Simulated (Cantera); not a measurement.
A closed system holds: 1 mol SiCl4, 11 mol H2, equilibrated at 1600 K.

Equilibrium computed with Cantera from the NASA thermochemical tables; the gas is ideal and each condensed phase is pure. Candidate condensed phases: Si; 19 gas species. The tables' values for SiCl3, SiCl are old estimates; treat these amounts as uncertain. Equilibrium is a limit: real reactors are often held back by kinetics, nucleation or transport.

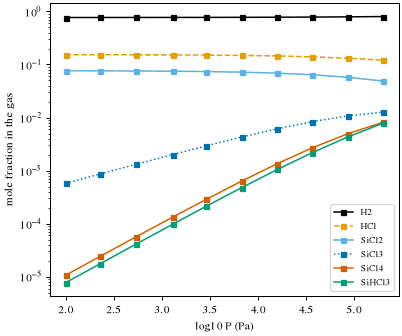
Figure. Equilibrium gas composition (values under 1e-9 drawn at 1e-9)

From 0.750 Torr to 1500 Torr nothing is condensed. The main Si-bearing gas is SiCl2 throughout.
